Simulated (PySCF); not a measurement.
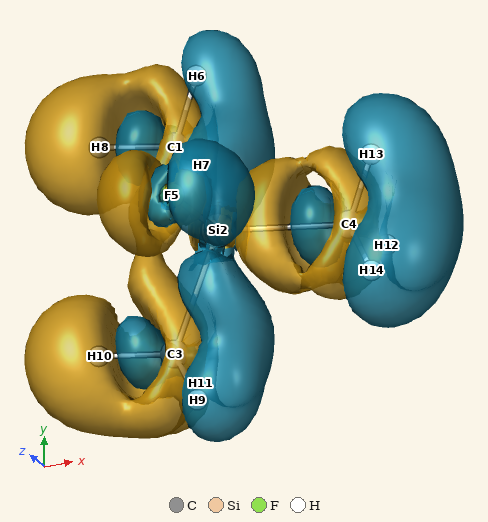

Figure. C₃H₉FSi, SMILES `C[Si](C)(C)F`. Change of the electron density in a uniform field of 0.21 V/Å, surfaces at ±0.001 e/Å³ (yellow: gain, teal: loss).

Method: PBE0/def2-TZVP; geometry: GFN2-xTB; program: PySCF. No frequency check shows the geometry to be a minimum. A basis without diffuse functions makes polarisabilities too small.

Question: Along which Cartesian direction does the field point?

Answer: Along +x: electrons gather on the −x side, against the field.

Question: What dipole is induced, and what polarisability does it imply?

Answer: The induced dipole is 0.65 D (along the field); α along this axis, from the fields in both directions, is 64 bohr³ (9.5 Å³).

Question: Which atoms gain and lose the most charge?

Answer: Electrons gather most on H8 and H10 alike (Hirshfeld charge changes by −0.009 e) and leave H13 most (+0.006 e); 0.061 electrons are displaced in all.
